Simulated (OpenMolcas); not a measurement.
**CH₃FSi: single-point calculation (part 1 of 2)**

System: CH₃FSi.
Method: NEVPT2/ANO-RCC-VDZ, DKH2 (OpenMolcas 26.06).

The geometry is that of the parent species in another charge or spin state. The geometry comes from this level: GFN2-xTB.

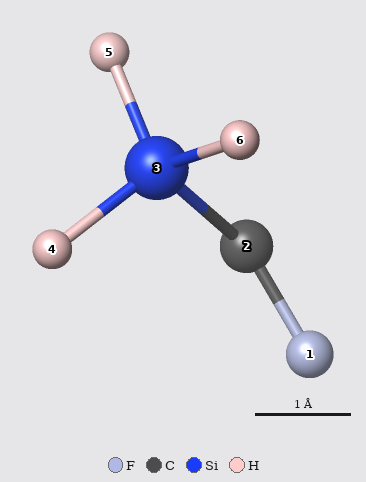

Figure 1. The structure as given in the input (ball-and-stick view, seen at a tilt; atoms are numbered from 1 in the order of the input). Bond lengths as drawn: C–F 1.32 Å, C–Si 1.84 Å and H–Si 1.46 to 1.47 Å.

The input:
```
&gateway
 coord
 6
 angstrom
 F        0.224090      -1.972460       1.187430
 C        0.716820      -1.061660       0.372510
 Si      -0.092860       0.468300      -0.264490
 H       -1.296310       0.138890      -1.040580
 H        0.933630       1.077090      -1.098720
 H       -0.485360       1.349840       0.843840
 basis=ANO-RCC-VDZ
 group=NoSym

&seward

&rasscf
 fileorb=$CurrDir/step2.RasOrb
 spin=1
 nactel=10 0 0
 inactive=11
 ras2=10
 orblisting=Nothing
 orbappear=Compact

&caspt2
 sc-nevpt2
```

Machine: 1 thread of Intel Xeon (Sapphire Rapids), 64 GiB of memory available, shared host.

Command:
```bash
export MOLCAS_MEM=1860
pymolcas step8.input > step8.log
```

What the program printed:
```
--- Start Module: gateway ---

                                              &GATEWAY

                       available to each process: 1.9 GB of memory, 1 thread

++    Symmetry information:
      ---------------------

                    Character Table for C1

                             E
                    a        1  x, y, xy, Rz, z, xz, Ry, yz, Rx, I
--

++    Basis set information:
      ----------------------

      Basis set label: F.ANO-RCC...3S2P.

      Electronic valence basis set:
      ------------------
      Associated Effective Charge   9.000000 au
      Associated Actual Charge      9.000000 au
      Nuclear Model: Point charge

      Shell  nPrim  nBasis  Cartesian Spherical Contaminant
         s      14       3        X
         p       9       2        X

      Basis set label: C.ANO-RCC...3S2P.

      Electronic valence basis set:
      ------------------
      Associated Effective Charge   6.000000 au
      Associated Actual Charge      6.000000 au
      Nuclear Model: Point charge

      Shell  nPrim  nBasis  Cartesian Spherical Contaminant
         s      14       3        X
         p       9       2        X

      Basis set label: SI.ANO-RCC...4S3P.

      Electronic valence basis set:
      ------------------
      Associated Effective Charge  14.000000 au
      Associated Actual Charge     14.000000 au
      Nuclear Model: Point charge

      Shell  nPrim  nBasis  Cartesian Spherical Contaminant
         s      17       4        X
         p      12       3        X

      Basis set label: H.ANO-RCC...2S.

      Electronic valence basis set:
      ------------------
      Associated Effective Charge   1.000000 au
      Associated Actual Charge      1.000000 au
      Nuclear Model: Point charge

      Shell  nPrim  nBasis  Cartesian Spherical Contaminant
         s       8       2        X
--

++    Molecular structure info:
      -------------------------

                    ************************************************
                    **** Cartesian Coordinates / bohr, angstrom ****
                    ************************************************

     Center  Label                x              y              z                     x              y              z
        1      F1               0.423469      -3.727409       2.243917              0.224090      -1.972460       1.187430
        2      C2               1.354593      -2.006247       0.703942              0.716820      -1.061660       0.372510
        3      SI3             -0.175480       0.884959      -0.499814             -0.092860       0.468300      -0.264490
        4      H4              -2.449671       0.262464      -1.966411             -1.296310       0.138890      -1.040580
        5      H5               1.764305       2.035405      -2.076280              0.933630       1.077090      -1.098720
        6      H6              -0.917197       2.550828       1.594626             -0.485360       1.349840       0.843840

                    ***************************************
                    *    InterNuclear Distances / bohr    *
                    ***************************************

               1 F1            2 C2            3 SI3           4 H4            5 H5            6 H6
    1 F1       0.000000
    2 C2       2.490164        0.000000
    3 SI3      5.400068        3.485573        0.000000
    4 H4       6.473089        5.172065        2.776752        0.000000
    5 H5       7.326116        4.922646        2.751643        4.573072        0.000000
    6 H6       6.452536        5.169263        2.777039        4.501786        4.575114        0.000000

                    *******************************************
                    *    InterNuclear Distances / angstrom    *
                    *******************************************

               1 F1            2 C2            3 SI3           4 H4            5 H5            6 H6
    1 F1       0.000000
    2 C2       1.317738        0.000000
    3 SI3      2.857593        1.844486        0.000000
    4 H4       3.425411        2.736939        1.469394        0.000000
    5 H5       3.876814        2.604952        1.456107        2.419965        0.000000
    6 H6       3.414535        2.735456        1.469546        2.382242        2.421046        0.000000

                    **************************************
                    *    Valence Bond Angles / degree    *
                    **************************************
                          Atom centers                 Phi
                      4 H4       3 SI3      5 H5       111.62
                      4 H4       3 SI3      6 H6       108.31
                      5 H5       3 SI3      6 H6       111.69
--

            Nuclear Potential Energy             92.50143631 au

--- Stop Module: gateway /rc=_RC_ALL_IS_WELL_ ---

--- Start Module: seward ---

                                              &SEWARD

                       available to each process: 1.9 GB of memory, 1 thread

               SEWARD will generate:
                  Multipole Moment integrals up to order  2
                  Kinetic Energy integrals
                  Nuclear Attraction integrals (point charge)
                  One-Electron Hamiltonian integrals
                  Velocity integrals
                  Relativistic Douglas-Kroll-Hess integrals:
                    - Parametrization         : EXP
                    - DKH order of Hamiltonian: 2
                    - DKH order of Properties : 0
                         - multipole moment operators
                         - electric potential operators
                         - contact operators
                  Orbital angular momentum around (  0.2867  -1.0524   0.5585 )
                  Velocity quadrupole around (  0.2867  -1.0524   0.5585 )
                  Atomic mean-field integrals
                  Two-Electron Repulsion integrals

                   Integrals are discarded if absolute value <: 1.00E-14
                   Integral cutoff threshold is set to       <: 1.00E-16

            Nuclear Potential Energy             92.50143631 au

      Basis set specifications :
      Symmetry species         a
      Basis functions           37

--- Stop Module: seward /rc=_RC_ALL_IS_WELL_ ---
--- Module seward spent 1 second ---

--- Start Module: rasscf ---

                                              &RASSCF

                       available to each process: 1.9 GB of memory, 1 thread

      Header of the ONEINT file:
      --------------------------

      OrdInt status: non-squared

      Cartesian coordinates in angstrom:
      -----------------------------------------------------
      No.  Label        X            Y            Z
      -----------------------------------------------------
       1   F1         0.22409000  -1.97246000   1.18743000
       2   C2         0.71682000  -1.06166000   0.37251000
       3   SI3       -0.09286000   0.46830000  -0.26449000
       4   H4        -1.29631000   0.13889000  -1.04058000
       5   H5         0.93363000   1.07709000  -1.09872000
       6   H6        -0.48536000   1.34984000   0.84384000
      -----------------------------------------------------
      Nuclear repulsion energy =   92.50143631

++    Wave function specifications:
      -----------------------------

      Number of closed shell electrons          22
      Number of electrons in active shells      10
      Max number of holes in RAS1 space          0
      Max nr of electrons in RAS3 space          0
      Number of inactive orbitals               11
      Number of active orbitals                 10
      Number of secondary orbitals              16
      Spin quantum number                      0.0
      State symmetry                             1
--

++    Orbital specifications:
      -----------------------

      Symmetry species                           1
                                                 a
      Frozen orbitals                            0
      Inactive orbitals                         11
      Active orbitals                           10
      RAS1 orbitals                              0
      RAS2 orbitals                             10
      RAS3 orbitals                              0
      Secondary orbitals                        16
      Deleted orbitals                           0
      Number of basis functions                 37
--

++    CI expansion specifications:
      ----------------------------

      Number of CSFs                         19404
      Number of spin combinations            31878
      Number of determinants                 63504
      Number of root(s) required                 1
      Root chosen for geometry opt.              1
      CI root used                               1

      highest root included in the CI            1
      max. size of the explicit Hamiltonian    200
--

++    Optimization specifications:
      ----------------------------

      RASSCF algorithm: Conventional
      Maximum number of macro iterations       200
      Maximum number of SX iterations          100
      Threshold for RASSCF energy            1.000E-08
      Threshold for max MO rotation          1.000E-01
      Threshold for max BLB element          1.000E-04
      Level shift parameter                  5.000E-01
      Make Quasi-Newton update
--

      The MO-coefficients are taken from the file:
      step2.RasOrb
      Title: RASSCF average (pseudo-natural) orbitals

      Total molecular charge    0.00

      ************************************************************************************************************************
      *                                            Wave function control section                                             *
      ************************************************************************************************************************

                                         RASSCF iterations: Energy and convergence statistics
                                         ----------------------------------------------------
```
